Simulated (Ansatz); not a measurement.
Take InP in the zinc blende structure (space group F-43m, No. 216; a = 5.9073 Å) as the base. Axes: x, y, z lie along the cube axes.

Modification: biaxial strain +0.48 %, plane normal [111], relaxed out of plane (Cartesian); in-plane vectors clamped, the third vector and the atoms free.

Computed with r2SCAN, PAW, 500 eV (Ansatz, an electronic-structure program; scalar-relativistic without spin-orbit coupling), earlier PAW set.

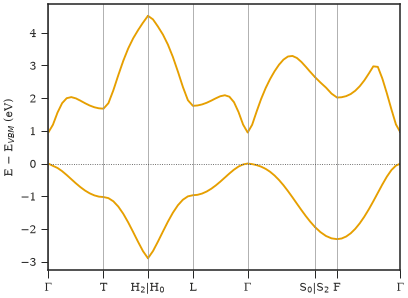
Highest valence and lowest conduction band along the path of the changed cell's own zone

Q: Read the changed gap and its character from the plot.

A: About 1.0 eV, direct at Γ.

No phonon test of stability was made. Labels are those of the standard path for the cell's own space group.
